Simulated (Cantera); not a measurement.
A closed system holds: 1 mol Si₃H₈, 0.0082 mol Cl₂, 340 mol H₂, held at 0.0600 bar.

Cantera equilibrium calculation (NASA polynomials, part measured and part estimated; ideal gas, pure solids and liquids). Candidate condensed phases: Si; 19 gas species. The feed counts by its element totals alone. Gases not in the tables: Si₂H₆ and higher silanes. Rates play no part.

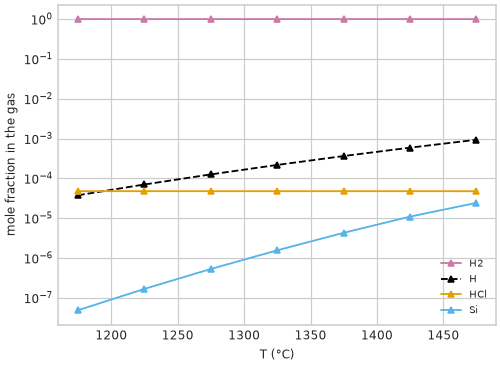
Equilibrium gas composition (values under 1e-9 drawn at 1e-9)

From 1175 °C to 1375 °C the condensed part is Si(s). From 1425 °C to 1475 °C the condensed part is Si(l). The main Si-bearing gas is SiH₂ at 1175 °C and Si at 1475 °C.
